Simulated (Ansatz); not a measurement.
Results of r²SCAN0 (PAW; Ansatz, a first-principles code) for fluorite NiSi2.

Settings: plane-wave cutoff 520 eV, 10×10×10 k mesh, Fermi–Dirac smearing 0.05 eV, no spin polarisation, scalar-relativistic PAW data made under PBE.

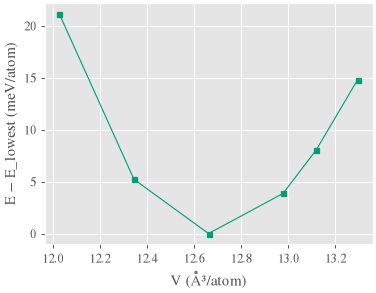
Figure: Total energy against volume

### Question
From the curve, estimate the equilibrium volume and the bulk modulus.

### Answer
V0 ≈ 12.7 Å³/atom and B0 ≈ 180 GPa; the fit gives V0 = 12.674 Å³/atom, B0 = 178 GPa, B′ = 7.3.

Measured, for comparison: equilibrium volume per atom 13.17 Å³/atom (temperature not stated, no zero-point or thermal correction; as tabulated in Wikipedia's data pages). Computed (rounded) less measured: equilibrium volume per atom -3.8 %.

Note: the run has no spin polarisation, so it can have missed a magnetic state.

Computed values are for the static lattice.

It cost very roughly 60 core-minutes of CPU time.
